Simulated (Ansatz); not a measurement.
Process, species as SMILES: F[B]F → B atom + 2 F atom
B3LYP-D3(BJ)/def2-TZVP geometries, fixed; electronic energies without zero-point terms.
Largest species:
```xyz
3

B     -0.0027     0.5023    -0.0114
F      1.1429    -0.1332     0.0106
F     -1.1414    -0.1458    -0.0043
```
Charge 0, spin multiplicity 2.

Basis-set convergence of the atomisation energy at HF with Ansatz (a program for electronic structure). Cartesian d functions, on some or all atoms, in 6-31+G*; all else is spherical. Open shells are unrestricted. No added dispersion term, no relativity. Functions are those of the species that has most. Reference: the value in def2-QZVPPD, 229.21 kcal/mol, itself unsure by roughly 0.34 kcal/mol (its mean distance from pcseg-3, def2-QZVPP, cc-pVQZ). Deviations are taken from unrounded values.

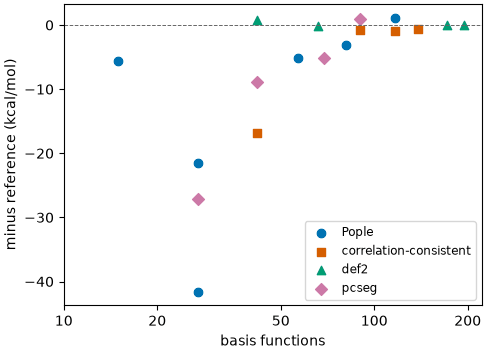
Figure. Deviation from the reference against the number of basis functions, by family of sets.

| basis | functions | atomisation energy (kcal/mol) | minus reference (kcal/mol) |
|---|---|---|---|
| STO-3G | 15 | 223.59 | -5.62 |
| 3-21G | 27 | 207.63 | -21.57 |
| 6-31G | 27 | 187.63 | -41.58 |
| pcseg-0 | 27 | 202.14 | -27.07 |
| cc-pVDZ | 42 | 212.30 | -16.91 |
| def2-SVP | 42 | 229.96 | 0.76 |
| pcseg-1 | 42 | 220.29 | -8.92 |
| 6-31+G* | 57 | 224.14 | -5.07 |
| def2-SVPD | 66 | 229.12 | -0.09 |
| aug-pcseg-1 | 69 | 224.13 | -5.08 |
| 6-311++G(2d,2p) | 81 | 226.11 | -3.10 |
| cc-pVTZ | 90 | 228.43 | -0.78 |
| pcseg-2 | 90 | 230.11 | 0.90 |
| 6-311++G(3df,3pd) | 117 | 230.38 | 1.17 |
| jun-cc-pV(T+d)Z | 117 | 228.23 | -0.98 |
| aug-cc-pVTZ | 138 | 228.56 | -0.65 |
| def2-QZVPP | 171 | 229.20 | -0.01 |
| def2-QZVPPD | 195 | 229.21 | 0.00 |
